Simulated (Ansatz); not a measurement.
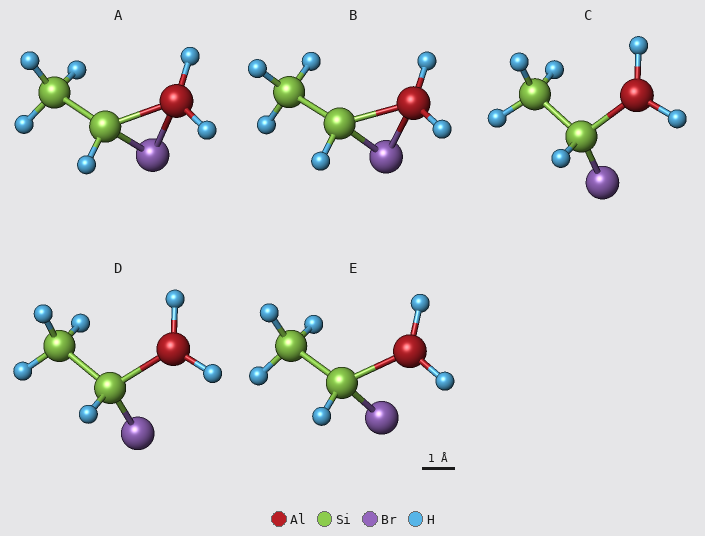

5 geometries from one relaxation of AlSi₂H₆Br (coarse preliminary run), in shuffled order. Style: ball-and-stick. Shown at a tilt.

The start comes from a force field.

All numbers below come from Ansatz 0.2.0, RKS PBE-D4/def2-SVP. (force threshold 0.03 eV/Å; at most 200 steps)

Question: Put them in the order of the run, from the start to the converged end.

Answer: C, D, E, A, B. They are steps 0, 4, 7, 9, 16, at +0.598 eV, +0.204 eV, +0.152 eV, +0.041 eV relative to the last. The atom that moves furthest after the best rigid fit is an H atom (1.13 Å). By element the largest moves are H 1.13 Å, Br 1.07 Å, Si 0.66 Å, Al 0.45 Å. Near-neighbour distances that change, for instance: Al–Br 3.725 → 2.627 Å, Br–Si 2.194 → 2.426 Å, Si–Si 2.202 → 2.353 Å, Al–Si 2.314 → 2.432 Å. Among the angles between lasting bonds that change: Al–Si–Br 111.4° → 65.5°, Al–Si–Si 107.8° → 126.1°, Al–Si–H 110.5° → 123.8°. Over 15 accepted moves (16 points after the start) the energy falls by 0.598 eV. The largest force component goes from 1.5 to 0.02 eV/Å. The line search rejected the trial step at point 10 of the run.
